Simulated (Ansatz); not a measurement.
**CaPbS6 (element-swapped structure): how the settings move a single-point run**

Question: which choices in the input matter for CaPbS6 (element-swapped structure)?

Program: Ansatz 0.2.0. Level of theory: reference: DFT PBE, plane waves, PAW, scalar-relativistic, no spin polarisation. These are calculated values, not measurements.

### 1 Starting point

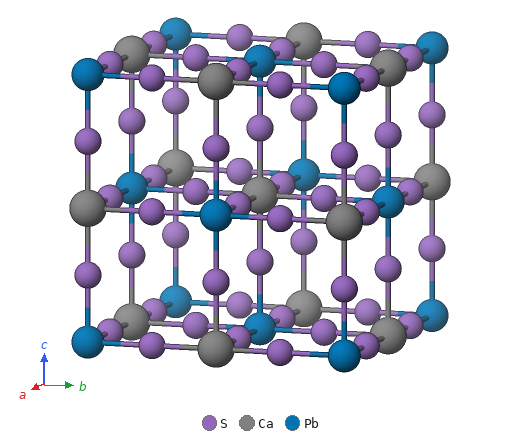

Start, viewed slightly off an axis; sulfur purple, calcium grey, lead blue. Atoms on the faces are drawn again on the opposite ones. The cell drawn here is the conventional one.

As a file:

```
S Ca Pb
1.0
     0.00000    4.92138    4.92138
     4.92138    0.00000    4.92138
     4.92138    4.92138    0.00000
S Ca Pb
6 1 1
Direct
  0.75000 0.25000 0.25000
  0.25000 0.75000 0.25000
  0.25000 0.75000 0.75000
  0.75000 0.25000 0.75000
  0.25000 0.25000 0.75000
  0.75000 0.75000 0.25000
  0.50000 0.50000 0.50000
  0.00000 0.00000 0.00000
```

### 2 The reference run

input.yaml

```yaml
crystal:
  lattice:
    - [0.0, 4.921382, 4.921382]
    - [4.921382, 0.0, 4.921382]
    - [4.921382, 4.921382, 0.0]
  atoms:
    - { symbol: S, position: [0.75, 0.25, 0.25] }
    - { symbol: S, position: [0.25, 0.75, 0.25] }
    - { symbol: S, position: [0.25, 0.75, 0.75] }
    - { symbol: S, position: [0.75, 0.25, 0.75] }
    - { symbol: S, position: [0.25, 0.25, 0.75] }
    - { symbol: S, position: [0.75, 0.75, 0.25] }
    - { symbol: Ca, position: [0.5, 0.5, 0.5] }
    - { symbol: Pb, position: [0.0, 0.0, 0.0] }
  symmetry: { tolerance: 0.0003 }
kpoints:
  mp_grid: { grid: [3, 3, 3], shift: [0, 0, 0] }
magnetization:
  spin_polarized: false
scf:
  occupations: { method: fermi_dirac }
hamiltonian:
  pseudopotentials: { kind: paw }
  xc: pbe
basis:
  ecutwfc: 420
output:
  forces: true
  stress: true
  eigenvalues: true
```

Started as:

```sh
> ansatz run input.yaml --threads 1 --pin off --max-ram 2560MiB --backend cpu --events-out ev --progress --plain --runs-dir out
```

Log, cut to the lines that bear on the results:

```text
Warning: RAYON_NUM_THREADS=1 ignored (pool sized by the plan → 1); use --threads N
[...]
Pseudopotentials: kind: paw
Pseudopotential: S, paw, valence charge 6, recommended cutoff 420 eV (normal), S.paw.azcp
Pseudopotential: Ca, paw, valence charge 10, recommended cutoff 420 eV (normal), Ca.paw.azcp
Pseudopotential: Pb, paw, valence charge 14, recommended cutoff 420 eV (normal), Pb.paw.azcp
Functional definition: PBE
[...]
Crystal: 8 atoms, lattice volume = 238.392 Å³
Basis set: ecut = 420 eV, 4645 PW (Γ), exchange–correlation on 96×96×96 points (8 copies of the dense FFT grid, shifted against one another)
Bands: 38, of which v1, the nominal top of the filled ones, is band 30 counted from 1 (29 counted from 0)
Symmetry: 48 space group operations
Space group: Fm-3m (ITA 225), of the structure as read, at distance tolerance 1.9e-3 Å
k-points: 4 of 27
[...]
SCF iter   1: F=—  HF=-19129.790879 eV  |F-HF|=—  |Δ(HF+E_count)|=         —  Δρ=2.98e-3  dr2=3.99e-2  ethr=1.77e-3  ⟨swp⟩=12.0  Hψ=888  notcnv=0
[...]
SCF iter   7: F=-19129.791899 eV  HF=-19129.791899 eV  |F-HF|=4.48e-9  |Δ(HF+E_count)|=   4.67e-8  Δρ=2.68e-6  dr2=1.37e-8  ethr=1.67e-10  ⟨swp⟩=11.0  Hψ=825  notcnv=0
[...]
SCF converged after 7 iterations
Free energy (F): -19129.791899 eV
[...]
E sigma→0 (E₀):  -19129.613273 eV
Entropy (-TS):   -0.357253 eV (-44.657 meV/atom)
Fermi energy:    2.392679 eV
[...]
--- Forces (eV/Å), atoms counted from 1 ---
  atom   1  S      0.04001796     0.00000000    -0.00000000
  atom   2  S      0.00000000     0.04001796    -0.00000000
  atom   3  S     -0.04001796    -0.00000000     0.00000000
  atom   4  S      0.00000000    -0.04001796    -0.00000000
  atom   5  S      0.00000000     0.00000000     0.04001796
  atom   6  S      0.00000000     0.00000000    -0.04001796
  atom   7  Ca     0.00000000    -0.00000000     0.00000000
  atom   8  Pb     0.00000000    -0.00000000     0.00000000
[...]
--- Stress (GPa, compression-positive) ---
        8.765916       0.000000      -0.000000
       -0.000000       8.765916       0.000000
        0.000000      -0.000000       8.765916
  P = ⅓ Tr σ = 8.7659 GPa (87.659 kbar)
--- Band table (eV) ---
[...]
```

Run time: 3.4 s. Hardware: 1 thread of Arm Neoverse V1, shared host; peak memory 0.44 GiB.

### 3 Changing settings: chi_scale 0.3, xc r2scan

input.yaml: that of step 2 with these lines changed.

```diff
@@ -21,5 +21,6 @@
   occupations: { method: fermi_dirac }
+  initial_density: { chi_scale: 0.3 }
 hamiltonian:
   pseudopotentials: { kind: paw }
-  xc: pbe
+  xc: r2scan
 basis:
```

Started as:

```sh
> ansatz run input.yaml --threads 1 --pin off --max-ram 2560MiB --backend cpu --events-out ev --progress --plain --runs-dir out
```

Log, cut to the lines that bear on the results:

```text
Warning: basis.ecutwfc = 420 eV is below the records' recommended 500 eV, and the density's cutoff is lower with it unless basis.ecutrho_ratio is high enough to keep the records' density cutoff: compare with a run at a higher cutoff
Warning: RAYON_NUM_THREADS=1 ignored (pool sized by the plan → 1); use --threads N
[...]
[... 1 set-up line as earlier in the session ...]
Pseudopotential: S, paw, valence charge 6, recommended cutoff 500 eV (meta_gga), S.paw.azcp
Pseudopotential: Ca, paw, valence charge 10, recommended cutoff 500 eV (meta_gga), Ca.paw.azcp
Pseudopotential: Pb, paw, valence charge 14, recommended cutoff 500 eV (meta_gga), Pb.paw.azcp
Functional definition: r2SCAN
[...]
Crystal: 8 atoms, lattice volume = 238.392 Å³
Basis set: ecut = 420 eV, 4645 PW (Γ), exchange–correlation on 192×192×192 points (64 copies of the dense FFT grid, shifted against one another)
Bands: 38, of which v1, the nominal top of the filled ones, is band 30 counted from 1 (29 counted from 0)
[... 1 set-up line as earlier in the session ...]
[...]
SCF iter  11: F=-19171.727661 eV  HF=-19171.727661 eV  |F-HF|=5.09e-11  |Δ(HF+E_count)|=   1.83e-8  Δρ=7.12e-7  dr2=2.41e-9  dr2_τ=5.10e-11  ethr=6.15e-11  ⟨swp⟩=3.0  Hψ=532  notcnv=0
[...]
SCF converged after 11 iterations
Free energy (F): -19171.727661 eV
[...]
E sigma→0 (E₀):  -19171.553095 eV
Entropy (-TS):   -0.349132 eV (-43.642 meV/atom)
Fermi energy:    2.133155 eV
[...]
--- Forces (eV/Å), atoms counted from 1 ---
  atom   1  S     -0.15349513     0.00000000     0.00000000
  atom   2  S     -0.00000000    -0.15349513     0.00000000
  atom   3  S      0.15349513     0.00000000     0.00000000
  atom   4  S      0.00000000     0.15349513    -0.00000000
  atom   5  S      0.00000000     0.00000000    -0.15349513
  atom   6  S     -0.00000000    -0.00000000     0.15349513
  atom   7  Ca     0.00000000    -0.00000000     0.00000000
  atom   8  Pb     0.00000000    -0.00000000    -0.00000000
[...]
--- Stress (GPa, compression-positive) ---
        8.207253      -0.000000       0.000000
        0.000000       8.207253      -0.000000
        0.000000       0.000000       8.207253
  P = ⅓ Tr σ = 8.2073 GPa (82.073 kbar)
--- Band table (eV) ---
[...]
```

It took 20 s on 1 thread of Arm Neoverse V1, shared host; peak memory 0.86 GiB.

A change of functional puts the total energy on another scale; the pressure goes from 8.8 to 8.2 GPa and the largest force goes from 0.04 to 0.15 eV/Å. The cutoff is under what these potentials recommend, as the log warns, so basis error is mixed in. Cost: 11 SCF cycles against 7, 20 s against 3.4 s.

### 4 Variant: dr2_threshold 1.0e-09

input.yaml: that of step 2 with these lines changed.

```diff
@@ -21,2 +21,3 @@
   occupations: { method: fermi_dirac }
+  convergence: { dr2_threshold: 1.0e-09 }
 hamiltonian:
```

Started as:

```sh
> ansatz run input.yaml --threads 1 --pin off --max-ram 2560MiB --backend cpu --events-out ev --progress --plain --runs-dir out
```

Log, cut to the lines that bear on the results:

```text
Warning: output.stress: scf.convergence.dr2_threshold = 1e-9 eV is looser than the 8e-10 eV advised for a printed stress (1e-10 eV for each atom of the cell: 8). What an SCF threshold leaves in a stress goes as its square root, and in the free energy as the threshold itself, and one [...]
Warning: RAYON_NUM_THREADS=1 ignored (pool sized by the plan → 1); use --threads N
[...]
[... 5 set-up lines as earlier in the session ...]
[...]
Crystal: 8 atoms, lattice volume = 238.392 Å³
Basis set: ecut = 420 eV, 4645 PW (Γ), exchange–correlation on 96×96×96 points (8 copies of the dense FFT grid, shifted against one another)
Bands: 38, of which v1, the nominal top of the filled ones, is band 30 counted from 1 (29 counted from 0)
[... 1 set-up line as earlier in the session ...]
[...]
SCF iter   1: F=—  HF=-19129.790879 eV  |F-HF|=—  |Δ(HF+E_count)|=         —  Δρ=2.98e-3  dr2=3.99e-2  ethr=1.77e-3  ⟨swp⟩=12.0  Hψ=888  notcnv=0
[...]
SCF iter   9: F=-19129.791899 eV  HF=-19129.791899 eV  |F-HF|=1.64e-10  |Δ(HF+E_count)|=  2.51e-10  Δρ=1.67e-7  dr2=2.36e-10  ethr=1.67e-12  ⟨swp⟩=7.8  Hψ=719  notcnv=0
[...]
SCF converged after 9 iterations
Free energy (F): -19129.791899 eV
[...]
E sigma→0 (E₀):  -19129.613272 eV
Entropy (-TS):   -0.357253 eV (-44.657 meV/atom)
Fermi energy:    2.392639 eV
[...]
--- Forces (eV/Å), atoms counted from 1 ---
  atom   1  S      0.03998813    -0.00000000    -0.00000000
  atom   2  S     -0.00000000     0.03998813    -0.00000000
  atom   3  S     -0.03998813     0.00000000    -0.00000000
  atom   4  S      0.00000000    -0.03998813     0.00000000
  atom   5  S      0.00000000     0.00000000     0.03998813
  atom   6  S      0.00000000     0.00000000    -0.03998813
  atom   7  Ca     0.00000000     0.00000000    -0.00000000
  atom   8  Pb     0.00000000    -0.00000000    -0.00000000
[...]
--- Stress (GPa, compression-positive) ---
        8.765913       0.000000      -0.000000
        0.000000       8.765913       0.000000
       -0.000000       0.000000       8.765913
  P = ⅓ Tr σ = 8.7659 GPa (87.659 kbar)
--- Band table (eV) ---
[...]
```

Run time: 3.7 s. Hardware: 1 thread of Arm Neoverse V1, shared host; peak memory 0.44 GiB.

With the changed convergence setting the energy agrees within 0.5 meV/atom. Cost: 9 SCF cycles against 7.

### 5 Variant: ecutwfc 500 eV

input.yaml: that of step 2 with these lines changed.

```diff
@@ -25,3 +25,3 @@
 basis:
-  ecutwfc: 420
+  ecutwfc: "500 eV"
 output:
```

Started as:

```sh
> ansatz run input.yaml --threads 1 --pin off --max-ram 2560MiB --backend cpu --events-out ev --progress --plain --runs-dir out
```

Log, cut to the lines that bear on the results:

```text
Warning: RAYON_NUM_THREADS=1 ignored (pool sized by the plan → 1); use --threads N
[...]
[... 5 set-up lines as earlier in the session ...]
[...]
Crystal: 8 atoms, lattice volume = 238.392 Å³
Basis set: ecut = 500 eV, 5985 PW (Γ), exchange–correlation on 108×108×108 points (8 copies of the dense FFT grid, shifted against one another)
Bands: 38, of which v1, the nominal top of the filled ones, is band 30 counted from 1 (29 counted from 0)
[... 2 set-up lines as earlier in the session ...]
k-points: 4 of 27
[...]
SCF converged after 7 iterations
Free energy (F): -19129.793718 eV
[...]
E sigma→0 (E₀):  -19129.615088 eV
Entropy (-TS):   -0.357260 eV (-44.658 meV/atom)
Fermi energy:    2.392642 eV
[...]
--- Forces (eV/Å), atoms counted from 1 ---
  atom   1  S      0.03990513    -0.00000000    -0.00000000
  atom   2  S     -0.00000000     0.03990513     0.00000000
  atom   3  S     -0.03990513    -0.00000000    -0.00000000
  atom   4  S      0.00000000    -0.03990513    -0.00000000
  atom   5  S      0.00000000     0.00000000     0.03990513
  atom   6  S      0.00000000     0.00000000    -0.03990513
  atom   7  Ca     0.00000000    -0.00000000    -0.00000000
  atom   8  Pb     0.00000000    -0.00000000     0.00000000
[...]
--- Stress (GPa, compression-positive) ---
        8.765295       0.000000       0.000000
       -0.000000       8.765295      -0.000000
       -0.000000      -0.000000       8.765295
  P = ⅓ Tr σ = 8.7653 GPa (87.653 kbar)
--- Band table (eV) ---
[...]
```

It took 4.5 s on 1 thread of Arm Neoverse V1, shared host; peak memory 0.49 GiB.

Changing the cutoff leaves the energy as it was (-0.2 meV/atom).

### 6 The same system, input altered

input.yaml: that of step 2 with these lines changed.

```diff
@@ -21,2 +21,3 @@
   occupations: { method: fermi_dirac }
+  max_iter: 50
 hamiltonian:
@@ -24,2 +25,3 @@
   xc: pbe
+  hubbard: { sites: [{ species: S, l: f, u_eff: 4.0 }] }
 basis:
```

Started as:

```sh
> ansatz run input.yaml --threads 1 --pin off --max-ram 2560MiB --backend cpu --events-out ev --progress --plain --runs-dir out
```

Log:

```text
Error: inconsistent input (hamiltonian.hubbard.sites[].l, hamiltonian.hubbard.sites[].shell): the file of S doesn't list 4f, and it can't be added: PBE doesn't bind the shell 4f of the free atom, whose level lies at +1.13 eV. Type an atom or ion with it (hamiltonian.pseudopotentials.projection_atoms), take another file or name another shell
```

Wall time 0.17 s (1 thread of Arm Neoverse V1, shared host); peak memory 0.08 GiB.

### 7 Why it ended so

The run ended at the input check. It says: «inconsistent input (hamiltonian.hubbard.sites[].l, hamiltonian.hubbard.sites[].shell): the file of S doesn't list 4f, and it can't be added: PBE doesn't bind the shell 4f of the free atom, whose level lies at +1.13 eV ...»

The suspect setting: hamiltonian.hubbard.sites is [{species: S, l: f, u_eff: 4.0}]. There is no such shell to put a U on.

Fix: delete hamiltonian.hubbard.sites.

### 8 Side by side

```csv
run,ending,energy change,pressure (GPa),gap (eV),force (eV/Å),cycles,time
reference,converged,0,8.8,0.00,0.04,7,3.4 s
"1: chi_scale 0.3, xc r2scan",converged,not comparable,8.2,0.00,0.15,11,20 s
2: dr2_threshold 1.0e-09,converged,0.0 meV/atom,8.8,0.00,0.04,9,3.7 s
3: ecutwfc 500 eV,converged,-0.2 meV/atom,8.8,0.00,0.04,7,4.5 s
"4: hubbard.sites [{species: S, l: f, u_eff: 4.0}]",refused,-,-,-,-,-,0.17 s
```

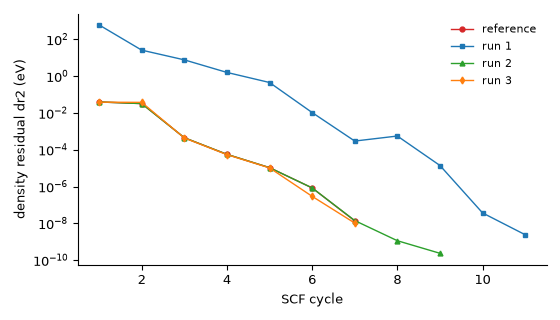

Residual by cycle in the longest SCF loop of each run; runs are numbered as in the table.

What this shows: Of the converged runs whose energies compare with the reference's, «ecutwfc 500 eV» moves the energy most (-0.2 meV/atom) and «dr2_threshold 1.0e-09» least (0.0 meV/atom). Run 1 ran under the cutoff that the potentials recommend, as the log warns, so basis error is mixed into its values. Of the variants the dearest is «chi_scale 0.3, xc r2scan» (20 s), the cheapest «dr2_threshold 1.0e-09» (3.7 s), on a shared host. 1 of the 4 altered inputs did not end normally.

The reference has limits of its own: its mesh is coarse for a cell with so small a gap or none; the structure is made up and not relaxed.
